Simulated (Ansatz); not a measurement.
# Si2W (I4/mmm): zone-centre modes under pressure, part 2 of 2

Wanted: Grüneisen parameters and pressure coefficients of the modes of Si2W (I4/mmm).

Ansatz 0.2.0; DFT LDA, scalar-relativistic, plane waves, PAW; PAW set soft_1.

So far. Step 3 (Tight relaxation): The largest force component left is 0.29 meV/Å and the pressure is 0.000 GPa, within the tolerances set. The cell now holds 13.15 Å³/atom.

### Step 4. Modes at rest

Phonons follow from the second derivative of the energy, found here by linear response.

The modes at rest are the reference of the series.

Contents of input.yaml:

```yaml
crystal:
  lattice:
    - [-1.5929412878, 1.5929412878, 3.8858930236]
    - [1.5929412878, -1.5929412878, 3.8858930236]
    - [1.5929412878, 1.5929412878, -3.8858930236]
  atoms:
    - { symbol: Si, position: [0.3347112741, 0.3347112741, 0.0] }
    - { symbol: Si, position: [0.6652887259, 0.6652887259, 0.0] }
    - { symbol: W, position: [0.0, 0.0, 0.0] }
kpoints:
  mp_grid: { grid: [20, 20, 20] }
hamiltonian:
  xc: lda
  pseudopotentials: { kind: paw, azcp: { folder: soft_1 }, xc_functional: pbe }
scf:
  occupations: { method: methfessel_paxton, width: 0.2 }
output:
  eigenvalues: true
phonons:
  method: dfpt
```

On the command line:

```console
$ ansatz run input.yaml --threads 4 --pin off --max-ram 10240MiB --backend cpu --events-out ev --progress --plain --runs-dir out
```

Numbers of over 12 decimals in the logs are rounded to 6 here.

The log of the run:

```text
zone centre: on kpoints.mp_grid the ground state, and the responses unless they are solved on pairs of k-points, stand on 1166 of the mesh's 8000 k-points, reduced under 4 symmetry operations, with k and −k counted as one. Each operation leaves every solved displacement unchanged or reverses it
[...]
Crystal: 3 atoms, lattice volume = 39.441 Å³
Basis set: ecut = 420 eV, 769 PW (Γ), exchange–correlation on 64×64×64 points (8 copies of the dense FFT grid, shifted against one another)
Bands: 15, of which v1, the nominal top of the filled ones, is band 11 counted from 1 (10 counted from 0)
Symmetry: 16 space group operations
k-points: 1166 of 8000 (irreducible under 4 space group operations, time reversal used)
[...]
SCF iter   1: F=—  HF=-11349.580314 eV  |F-HF|=—  |Δ(HF+E_count)|=         —  Δρ=4.70e-2  dr2=8.21e-1  ethr=3.10e-3  ⟨swp⟩=5.3  Hψ=102151  notcnv=0
[...]
SCF iter   9: F=-11349.301576 eV  HF=-11349.301576 eV  |F-HF|=1.82e-12  |Δ(HF+E_count)|=  1.82e-12  S|Δr|=    0.00e0  Δρ=2.87e-8  dr2=4.26e-13  ethr=1.00e-12  ⟨swp⟩=5.2  Hψ=72126  notcnv=0
the search or the solves at the SCF's close seem to have found levels that the self-consistency loop had missed (the run counts 2). By its estimate they hold under 1e-12 electrons; where the run keeps them, the occupations were computed again with them
SCF 1 converged in 9 iterations: F = -11349.301576 eV  dr2 = 4.26e-13
[...]
DFPT response loops at Γ: preconditioner auto → Kerker (q_TF=auto, 2.475 Å⁻¹) (partly filled bands, converged f_vac=0.000); β = 1.00, the filter's whole step (`scf.mixing.beta` (0.50) is not read by the response loops under this deck's `scf.mixing.preconditioner`; to damp them name `kerker` or `kerker_dos`, under which they read `scf.mixing.beta`, and type it under 1.00, their step now; both keys bind the ground state too); Broyden in place of MSR1
SCF converged after 9 iterations
[...]
Free energy (F): -11349.301576 eV
[...]
Internal energy: -11349.302549 eV  (E = F + TS)
E sigma→0 (E₀):  -11349.301819 eV
Entropy (-TS):   0.000973 eV (0.324 meV/atom)
Fermi energy:    16.831017 eV
[...]
--- Band table (eV; the first three rows and the last of 1166) ---
  k-point 0: bands = [... 7 lower, 13.3870, 13.9572, 13.9572, 17.4768, 19.7480, 19.7975, 20.0335, 20.0335]
  k-point 1: bands = [... 7 lower, 13.4092, 13.7380, 14.3172, 17.0454, 19.6115, 20.0607, 20.0952, 20.1175]
  k-point 2: bands = [... 7 lower, 13.1969, 13.4779, 14.8311, 16.0678, 19.3887, 20.2618, 20.3022, 20.6414]
  k-point 1165: bands = [... 7 lower, 14.2098, 16.0582, 16.0582, 16.3228, 16.3228, 17.6600, 21.4214, 21.8946]
--- Phonons (Γ-DFPT): 4 representative perturbations + reference, on 1166 of 8000 k-points (Σ response iterations 12) ---
  k mesh reduced under 4 symmetry operations, with k and −k counted as one. Each operation leaves every solved displacement unchanged or reverses it
  ASR residual: 1.555e-5 → 0.000e0 eV/Å²; symmetrization residual: 1.915e-6 eV/Å²
  ASR residual per site (eV/Å²): 5.09e-6 5.09e-6 1.55e-5
  Γ frequencies (cm⁻¹): 0.00 0.00 0.00 264.06 264.06 307.34 341.33 341.33 451.79
  non-analytic LO–TO correction: not included (Born effective charges unavailable; polar crystals: no LO–TO splitting at Γ)
```

Run time: 2.4 min. Hardware: 4 threads of Arm Neoverse N1, shared host; peak memory 2 GiB; 9.2 min of CPU time.

The column dr2 measures how far the density is from self-consistency, as an energy; F and HF (Harris–Foulkes) agree once it is small.

Numbers from this step:

```yaml
sum_rule_residual_before_enforcement: 1.55e-5 eV/Å²
point_group: 4/mmm
highest_optical_mode_at_the_zone_centre_no_lo_to_term: 451.8 cm⁻¹
lowest_optical_zone_centre_mode: 264.1 cm⁻¹
```

Patterns of degenerate modes are one choice out of their space. The modes at Γ (shares of kinetic energy by element, %):

| mode | frequency (cm⁻¹) | symmetry | Si % | W % |
| --- | --- | --- | --- | --- |
| 1 | 0.0 | acoustic | 23 | 77 |
| 2 | 0.0 | acoustic | 23 | 77 |
| 3 | 0.0 | acoustic | 23 | 77 |
| 4 | 264.1 | Eu | 77 | 23 |
| 5 | 264.1 | Eu | 77 | 23 |
| 6 | 307.3 | A2u | 77 | 23 |
| 7 | 341.3 | Eg | 100 | 0 |
| 8 | 341.3 | Eg | 100 | 0 |
| 9 | 451.8 | A1g | 100 | 0 |

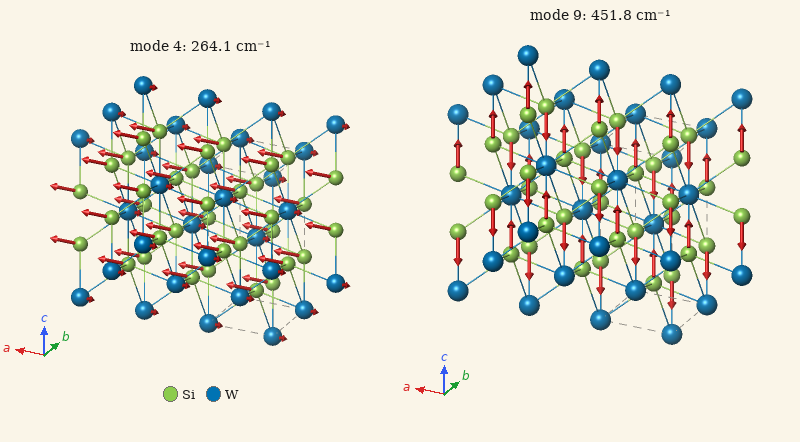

Displacement patterns of modes 4 and 9 at Γ; arrows are exaggerated. 3×2×1 conventional cells are drawn. Some periodic images of atoms are drawn too.

Before it was imposed, the acoustic sum rule was missed by 1.6e-5 eV/Å². Small misses are needed for a sound result but don't prove that mesh and cutoff are converged. The lowest optical mode is real, 264 cm⁻¹.

### Step 5. Relaxation of a member: 1.06 times the volume at rest

The cell is set to 1.06 times the volume at rest, and shape and atoms relax at that volume.

input.yaml, the sections that differ from step 4:

```yaml
crystal:
  lattice:
    - [-1.6256375171, 1.6256375171, 3.9550212086]
    - [1.6256375171, -1.6256375171, 3.9550212086]
    - [1.6256375171, 1.6256375171, -3.9550212086]
  atoms:
    - { symbol: Si, position: [0.3353994659, 0.3353994659, 0.0] }
    - { symbol: Si, position: [0.6646005341, 0.6646005341, 0.0] }
    - { symbol: W, position: [0.0, 0.0, 0.0] }
output:
  forces: true
  stress: true
  eigenvalues: true
relax:
  adjacent_minimum: "off"
  f_tol: 0.001
  max_steps: 60
  cell: { stress_tol: 0.01, fix: [volume] }
# kpoints, hamiltonian, scf: as in step 4
# phonons: removed
```

The log of the run:

```text
[...]
Crystal: 3 atoms, lattice volume = 41.808 Å³
Basis set: ecut = 420 eV, 841 PW (Γ)
Bands: 15, of which v1, the nominal top of the filled ones, is band 11 counted from 1 (10 counted from 0)
Symmetry: 16 space group operations
[...]
k-points: 641 of 8000
[...]
--- Relaxed structure (4 steps of the walk, 4 accepted, 1 SCFs on fresh bases) ---
[...]
cell:  # Å, volume = 41.8077 Å³
    - [-1.626292, 1.626292, 3.951837]
    - [1.626292, -1.626292, 3.951837]
    - [1.626292, 1.626292, -3.951837]
  atoms:
    - { symbol: Si, position: [0.335757, 0.335757, 0] }
    - { symbol: Si, position: [0.664243, 0.664243, 0] }
    - { symbol: W, position: [0, 0, 0] }
[key lines of the parts left out:]
SCF converged after 4 iterations
Free energy (F): -11349.206471 eV
Fermi energy:    15.710434 eV
P = ⅓ Tr σ = -12.2155 GPa (-122.155 kbar)
```

The job ended after 47 s (4 threads; peak memory 0.66 GiB; 3 min of CPU time).

Little changed from the start: no atom moved by 0.005 Å and no cell edge by 0.1 %.

Numbers from this step:

```yaml
pressure: -12.22 GPa
volume_per_atom: 13.94 Å³
```

The largest force component left is 0.092 meV/Å, at a pressure of -12.22 GPa.

### Step 6. Modes of this member: 1.06 times the volume at rest

The zone-centre modes follow for 1.06 times the volume at rest.

input.yaml, the sections that differ from step 5:

```yaml
crystal:
  lattice:
    - [-1.6262922533, 1.6262922533, 3.9518373107]
    - [1.6262922533, -1.6262922533, 3.9518373107]
    - [1.6262922533, 1.6262922533, -3.9518373107]
  atoms:
    - { symbol: Si, position: [0.3357566342, 0.3357566342, 0.0] }
    - { symbol: Si, position: [0.6642433658, 0.6642433658, 0.0] }
    - { symbol: W, position: [0.0, 0.0, 0.0] }
output:
  eigenvalues: true
phonons:
  method: dfpt
# kpoints, hamiltonian, scf: as in step 5
# relax: removed
```

The log of the run:

```text
[...]
Crystal: 3 atoms, lattice volume = 41.808 Å³
Basis set: ecut = 420 eV, 841 PW (Γ), exchange–correlation on 64×64×64 points (8 copies of the dense FFT grid, shifted against one another)
Bands: 15, of which v1, the nominal top of the filled ones, is band 11 counted from 1 (10 counted from 0)
Symmetry: 16 space group operations
k-points: 1166 of 8000 (irreducible under 4 space group operations, time reversal used)
[...]
SCF iter   1: F=—  HF=-11349.508212 eV  |F-HF|=—  |Δ(HF+E_count)|=         —  Δρ=4.68e-2  dr2=9.48e-1  ethr=3.10e-3  ⟨swp⟩=5.2  Hψ=100951  notcnv=0
[...]
SCF iter   9: F=-11349.206471 eV  HF=-11349.206471 eV  |F-HF|=0.00e0  |Δ(HF+E_count)|=  1.09e-11  S|Δr|=    0.00e0  Δρ=2.98e-8  dr2=2.24e-13  ethr=1.00e-12  ⟨swp⟩=5.1  Hψ=69840  notcnv=0
[...]
SCF 1 converged in 9 iterations: F = -11349.206471 eV  dr2 = 2.24e-13
[...]
SCF converged after 9 iterations
[...]
Free energy (F): -11349.206471 eV
[...]
Internal energy: -11349.208159 eV  (E = F + TS)
E sigma→0 (E₀):  -11349.206893 eV
Entropy (-TS):   0.001688 eV (0.563 meV/atom)
Fermi energy:    15.710434 eV
[...]
--- Band table (eV; the first three rows and the last of 1166) ---
  k-point 0: bands = [... 7 lower, 12.5445, 13.0214, 13.0214, 16.2787, 18.3031, 18.6792, 18.6792, 18.9328]
  k-point 1: bands = [... 7 lower, 12.5604, 12.8239, 13.3257, 15.8722, 18.1667, 18.7371, 18.7395, 19.1508]
  k-point 2: bands = [... 7 lower, 12.3294, 12.6109, 13.8083, 14.9456, 17.9353, 18.8867, 18.8923, 19.5988]
  k-point 1165: bands = [... 7 lower, 13.2969, 14.9511, 14.9511, 15.2511, 15.2511, 16.4411, 20.1074, 20.1565]
[...]
ASR residual: 1.361e-5 → 0.000e0 eV/Å²; symmetrization residual: 1.776e-6 eV/Å²
  ASR residual per site (eV/Å²): 7.26e-6 7.26e-6 1.36e-5
  Γ frequencies (cm⁻¹): 0.00 0.00 0.00 231.74 231.74 270.54 303.25 303.25 418.57
[...]
```

Elapsed: 2.7 min, on 4 threads; peak memory 2.1 GiB; 10 min of CPU time.

This step gave:

```
sum-rule residual before enforcement                    : 1.36e-5 eV/Å²
highest optical mode at the zone centre (no LO-TO term) : 418.6 cm⁻¹
lowest optical zone-centre mode                         : 231.7 cm⁻¹
```

Patterns of degenerate modes are one choice out of their space. Modes at Γ, with each element's share of the kinetic energy:

| mode | frequency (cm⁻¹) | symmetry | Si % | W % |
| --- | --- | --- | --- | --- |
| 1 | 0.0 | acoustic | 23 | 77 |
| 2 | 0.0 | acoustic | 23 | 77 |
| 3 | 0.0 | acoustic | 23 | 77 |
| 4 | 231.7 | Eu | 77 | 23 |
| 5 | 231.7 | Eu | 77 | 23 |
| 6 | 270.5 | A2u | 77 | 23 |
| 7 | 303.2 | Eg | 100 | 0 |
| 8 | 303.2 | Eg | 100 | 0 |
| 9 | 418.6 | A1g | 100 | 0 |

The lowest optical mode is real, 232 cm⁻¹, and the highest lies at 418.6 cm⁻¹.

For the highest optical mode at the zone centre (no LO-TO term), step 4 gave 452 cm⁻¹; this run, with volume ratio 1.06, gives 419 cm⁻¹ (-7 %).

### Step 7. A member of the series: 0.9 times the volume at rest

The cell is set to 0.9 times the volume at rest, and shape and atoms relax at that volume.

input.yaml, the sections that differ from step 6:

```yaml
crystal:
  lattice:
    - [-1.5346816008, 1.5346816008, 3.7678735126]
    - [1.5346816008, -1.5346816008, 3.7678735126]
    - [1.5346816008, 1.5346816008, -3.7678735126]
  atoms:
    - { symbol: Si, position: [0.3334081378, 0.3334081378, 0.0] }
    - { symbol: Si, position: [0.6665918622, 0.6665918622, 0.0] }
    - { symbol: W, position: [0.0, 0.0, 0.0] }
output:
  forces: true
  stress: true
  eigenvalues: true
relax:
  adjacent_minimum: "off"
  f_tol: 0.001
  max_steps: 60
  cell: { stress_tol: 0.01, fix: [volume] }
# kpoints, hamiltonian, scf: as in step 6
# phonons: removed
```

The log of the run:

```text
[...]
--- Relaxed structure (4 steps of the walk, 4 accepted, 1 SCFs on fresh bases) ---
[...]
cell:  # Å, volume = 35.4971 Å³
    - [-1.533750, 1.533750, 3.772454]
    - [1.533750, -1.533750, 3.772454]
    - [1.533750, 1.533750, -3.772454]
  atoms:
    - { symbol: Si, position: [0.333094, 0.333094, 0] }
    - { symbol: Si, position: [0.666906, 0.666906, 0] }
    - { symbol: W, position: [0, 0, 0] }
[key lines of the parts left out:]
SCF converged after 5 iterations
Free energy (F): -11348.947845 eV
Fermi energy:    18.989961 eV
P = ⅓ Tr σ = 31.5398 GPa (315.398 kbar)
```

It took 37 s on 4 threads; peak memory 0.6 GiB; 2.4 min of CPU time.

Step by step:

| step | energy less that of the first step (eV) | largest force component (eV/Å) | pressure (GPa) | volume (Å³) |
| --- | --- | --- | --- | --- |
| 1 | 0.0000 | 0.0611 | 31.65 | 35.50 |
| 2 | -0.0003 | 0.0231 | 31.55 | 35.50 |
| 3 | -0.0003 | 0.0083 | 31.54 | 35.50 |
| 4 | -0.0003 | 0.0001 | 31.54 | 35.50 |
| 5* | -0.0003 | 0.0001 | 31.54 | 35.50 |

Relaxation steps marked * repeat the geometry before them on a plane-wave basis chosen anew for their cell, so energy and pressure can jump there.

Forces are held to the 16 operations that the run works with; a distortion that breaks them can't arise in this run.

| conventional cell, symmetrised | before | after | change |
| --- | --- | --- | --- |
| a (Å) | 3.069 | 3.067 | -0.1 % |
| b (Å) | 3.069 | 3.067 | -0.1 % |
| c (Å) | 7.536 | 7.545 | +0.1 % |
| volume (Å³/atom) | 11.83 | 11.83 | -0.0 % |

Final coordinates:

```
Si W
1.0
    -1.53375    1.53375    3.77245
     1.53375   -1.53375    3.77245
     1.53375    1.53375   -3.77245
Si W
2 1
Cartesian
  0.0000 0.0000 2.5132
  0.0000 0.0000 5.0317
  0.0000 0.0000 0.0000
```

This step gave:

- pressure: 31.54 GPa
- volume per atom: 11.83 Å³

The largest force component left is 0.081 meV/Å, at a pressure of 31.54 GPa.

### Step 8. Zone-centre modes of the member: 0.9 times the volume at rest

The zone-centre modes follow for 0.9 times the volume at rest.

input.yaml, the sections that differ from step 7:

```yaml
crystal:
  lattice:
    - [-1.533749657, 1.533749657, 3.7724538078]
    - [1.533749657, -1.533749657, 3.7724538078]
    - [1.533749657, 1.533749657, -3.7724538078]
  atoms:
    - { symbol: Si, position: [0.3330937967, 0.3330937967, 0.0] }
    - { symbol: Si, position: [0.6669062033, 0.6669062033, 0.0] }
    - { symbol: W, position: [0.0, 0.0, 0.0] }
output:
  eigenvalues: true
phonons:
  method: dfpt
# kpoints, hamiltonian, scf: as in step 7
# relax: removed
```

The log of the run:

```text
[...]
Crystal: 3 atoms, lattice volume = 35.497 Å³
Basis set: ecut = 420 eV, 681 PW (Γ), exchange–correlation on 60×60×60 points (8 copies of the dense FFT grid, shifted against one another)
Bands: 15, of which v1, the nominal top of the filled ones, is band 11 counted from 1 (10 counted from 0)
Symmetry: 16 space group operations
k-points: 1166 of 8000 (irreducible under 4 space group operations, time reversal used)
[...]
k-point 2: bands = [... 7 lower, 14.8813, 15.1277, 16.8458, 18.2326, 22.2530, 22.5933, 22.9169, 23.0357]
  k-point 1165: bands = [... 7 lower, 15.9518, 18.2344, 18.2344, 18.3778, 18.3778, 20.0167, 23.8417, 25.1499]
[...]
ASR residual: 9.199e-5 → 0.000e0 eV/Å²; symmetrization residual: 6.107e-7 eV/Å²
  ASR residual per site (eV/Å²): 5.98e-5 5.98e-5 9.20e-5
  Γ frequencies (cm⁻¹): 0.00 0.00 0.00 322.78 322.78 375.58 413.69 413.69 514.46
[...]
[key lines of the parts left out:]
SCF converged after 8 iterations
Free energy (F): -11348.947845 eV
Fermi energy:    18.989961 eV
```

The job ended after 2.4 min (4 threads; peak memory 1.9 GiB).

Numbers from this step:

* sum-rule residual before enforcement: 9.20e-5 eV/Å²
* highest optical mode at the zone centre (no LO-TO term): 514.5 cm⁻¹
* lowest optical zone-centre mode: 322.8 cm⁻¹

Patterns of degenerate modes are one choice out of their space. The modes at Γ (shares of kinetic energy by element, %):

| mode | frequency (cm⁻¹) | symmetry | Si % | W % |
| --- | --- | --- | --- | --- |
| 1 | 0.0 | acoustic | 23 | 77 |
| 2 | 0.0 | acoustic | 23 | 77 |
| 3 | 0.0 | acoustic | 23 | 77 |
| 4 | 322.8 | Eu | 77 | 23 |
| 5 | 322.8 | Eu | 77 | 23 |
| 6 | 375.6 | A2u | 77 | 23 |
| 7 | 413.7 | Eg | 100 | 0 |
| 8 | 413.7 | Eg | 100 | 0 |
| 9 | 514.5 | A1g | 100 | 0 |

The lowest optical mode is real, 323 cm⁻¹, and the highest lies at 514.5 cm⁻¹.

Between step 4 and this run (volume ratio 0.9) the value for the highest optical mode at the zone centre (no LO-TO term) moves from 452 cm⁻¹ to 514 cm⁻¹ (+14 %).

### Step 9. The series together

The members are set side by side, also those not shown above.

Each row is one cell with its response, relaxed at fixed volume as far as symmetry leaves anything free; energies are extrapolated to zero smearing, and E0 is that at rest; shape and atoms are relaxed in each cell where symmetry leaves them free; all runs use 20×20×20 k points and Methfessel-Paxton smearing of 0.2 eV. State of the crystal along the series:

| volume ratio | V (Å³/atom) | pressure (GPa) | E - E0 (meV/atom) | first cell vector (Å) | third cell vector (Å) |
| --- | --- | --- | --- | --- | --- |
| 0.9 | 11.83 | 31.54 | 118 | 4.352 | 4.352 |
| 0.92 | 12.1 | 23.81 | 72.67 | 4.38 | 4.38 |
| 0.94 | 12.36 | 16.87 | 39.37 | 4.409 | 4.409 |
| 0.96 | 12.62 | 10.64 | 16.87 | 4.437 | 4.437 |
| 0.98 | 12.88 | 5.034 | 4.075 | 4.464 | 4.464 |
| 0.99 | 13.02 | 2.449 | 1.006 | 4.478 | 4.478 |
| 1 | 13.15 | 4.47e-5 | 0 | 4.492 | 4.492 |
| 1.02 | 13.41 | -4.521 | 3.757 | 4.519 | 4.519 |
| 1.04 | 13.67 | -8.578 | 14.54 | 4.546 | 4.546 |
| 1.06 | 13.94 | -12.22 | 31.64 | 4.572 | 4.572 |

Each mode is tracked from rest by its pattern, and modes that stay within 0.3 cm⁻¹ of each other stand once; shape and atoms are relaxed in each cell where symmetry leaves them free; all runs use 20×20×20 k points and Methfessel-Paxton smearing of 0.2 eV. Optical modes along the series:

| V (Å³/atom) | mode 4 Eu (cm⁻¹) | mode 6 A2u (cm⁻¹) | mode 7 Eg (cm⁻¹) | mode 9 A1g (cm⁻¹) |
| --- | --- | --- | --- | --- |
| 11.83 | 322.8 | 375.6 | 413.7 | 514.5 |
| 12.1 | 310.5 | 361.1 | 398.2 | 501 |
| 12.36 | 298.5 | 347.1 | 383.2 | 488 |
| 12.62 | 286.7 | 333.5 | 368.8 | 475.5 |
| 12.88 | 275.3 | 320.2 | 354.8 | 463.5 |
| 13.02 | 269.6 | 313.7 | 348 | 457.6 |
| 13.15 | 264.1 | 307.3 | 341.3 | 451.8 |
| 13.41 | 253.1 | 294.8 | 328.2 | 440.4 |
| 13.67 | 242.3 | 282.5 | 315.6 | 429.4 |
| 13.94 | 231.7 | 270.5 | 303.2 | 418.6 |

From cubic fits (parabolas where under five rows exist) of ln ω and P against ln V through the rows within about 4 % of rest: γ = −d ln ω / d ln V and dω/dP = γ ω / B. Slopes at rest:

| mode | fitted frequency at rest (cm⁻¹) | Grüneisen parameter γ | dω/dP (cm⁻¹/GPa) |
| --- | --- | --- | --- |
| mode 4 Eu | 264.1 | 2.1 | 2.33 |
| mode 6 A2u | 307.3 | 2.07 | 2.67 |
| mode 7 Eg | 341.3 | 1.95 | 2.79 |
| mode 9 A1g | 451.8 | 1.27 | 2.41 |

### Step 10. What came out

```
members                                                          : 10
highest optical mode at the zone centre (no LO-TO term), at rest : 451.8 cm⁻¹
bulk modulus at rest                                             : 238 GPa
mode 4 Eu, γ                                                     : 2.10
mode 6 A2u, γ                                                    : 2.07
mode 7 Eg, γ                                                     : 1.95
mode 9 A1g, γ                                                    : 1.27
```

In words: The series spans -12.2 to 31.5 GPa, and the slope at rest gives a bulk modulus of 238 GPa. Among the modes in the table of slopes γ runs from 1.27 (mode 9 A1g) to 2.10 (mode 4 Eu). One k mesh and one cutoff serve the ground states and modes of all volumes. These are harmonic frequencies at zero temperature: anharmonic shifts, linewidths and thermal expansion are left out. Spin-orbit coupling is left out, which can matter for the heavy elements here. With no gap, or one that is small against the smearing, the frequencies hang on the k mesh and the smearing, most of all near Kohn anomalies. The PAW files were made for PBE; the program adapts parts of them to the functional of the run, but their partial waves stay those of PBE, an approximation that was not tested in this session. Only the zone centre was solved, so an instability at another wavevector cannot show here.

[Logs are printed without paths, hosts, clocks, repeated set-up lines and the standing remarks that a program may print on its own settings, such as how far it seeks lower states.]

[Hosts, paths, dates, database ids (printed as entryN), source tags and the programs' standing remarks are cut or masked in the printed files.]
